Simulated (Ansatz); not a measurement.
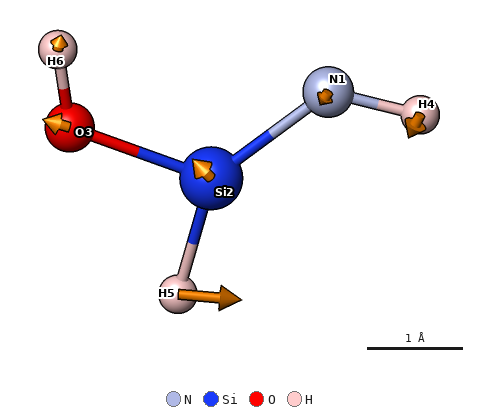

This is a relaxation of SiNH3O. The starting structure is drawn; orange arrows show the displacements, 5 times their true length. The two geometries are superimposed by the best rigid fit.

Style: ball-and-stick. Shown at a tilt.

Level of theory: RKS PBE0-D4/def2-TZVP (Ansatz 0.2.0). (force threshold 0.005 eV/Å; at most 200 steps)

Q: Which element moves most?

A: Hydrogen: up to 0.14 Å, against 0.06 Å for silicon.

Q: What happened in the run?

A: Over 6 geometry steps the energy falls by 0.104 eV. The largest force component goes from 1.4 to 0.0016 eV/Å. The largest move after the best rigid fit is that of H5, 0.14 Å. Largest moves by element: H 0.14 Å, Si 0.06 Å, O 0.06 Å, N 0.04 Å. Some distances before and after: N1–Si2 1.613 → 1.580 Å, Si2–H5 1.447 → 1.478 Å, O3–H6 0.953 → 0.962 Å, Si2–O3 1.615 → 1.621 Å. Among the angles between lasting bonds that change: N1–Si2–H5 144.3° → 134.1°, O3–Si2–H5 98.7° → 104.8°, Si2–O3–H6 120.3° → 115.1°. The run took about 26 core-seconds on a shared host.
